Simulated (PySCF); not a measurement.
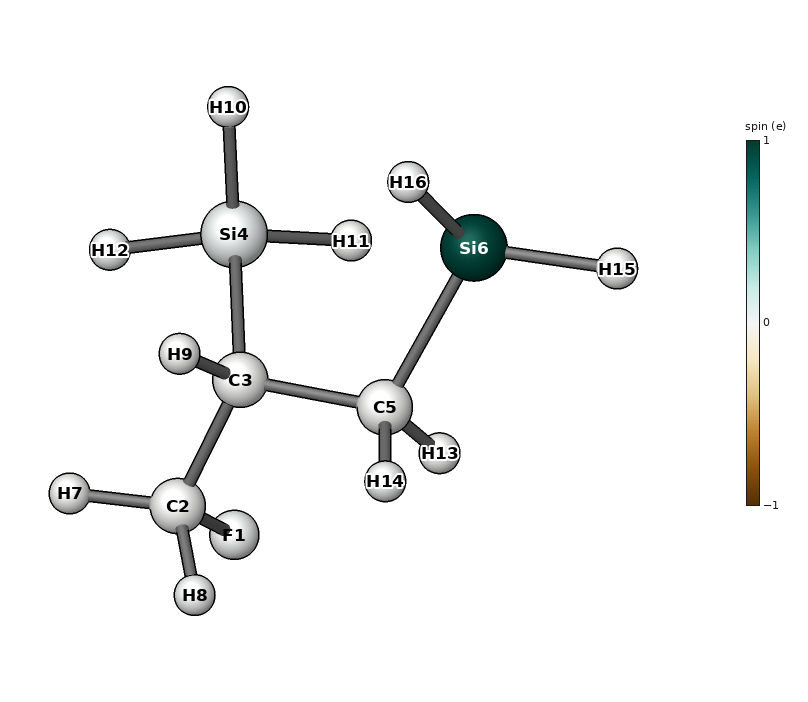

Atoms are coloured by their Mulliken spin populations. Charge 0, doublet. Computed geometry: GFN2-xTB optimisation. No frequency run is at hand to confirm it as a minimum. Level of theory: UKS B3LYP, pcH-1 on C F H Si, non-relativistic (PySCF 2.14.0).

List the Mulliken spin populations.

```json
{"atom": "F1", "value (e)": "0.00"}
{"atom": "C2", "value (e)": "0.00"}
{"atom": "C3", "value (e)": "0.00"}
{"atom": "Si4", "value (e)": "0.03"}
{"atom": "C5", "value (e)": "0.00"}
{"atom": "Si6", "value (e)": "0.95"}
{"atom": "H7", "value (e)": "0.00"}
{"atom": "H8", "value (e)": "0.00"}
{"atom": "H9", "value (e)": "0.00"}
{"atom": "H10", "value (e)": "0.00"}
{"atom": "H11", "value (e)": "0.00"}
{"atom": "H12", "value (e)": "0.01"}
{"atom": "H13", "value (e)": "0.00"}
{"atom": "H14", "value (e)": "0.02"}
{"atom": "H15", "value (e)": "0.00"}
{"atom": "H16", "value (e)": "0.00"}
```

Mulliken values depend strongly on the basis set. The geometry is semi-empirical. Around Si such bond lengths and angles can be off by a tenth of an ångström or more and by several degrees, and values that hang on the shape move with them.
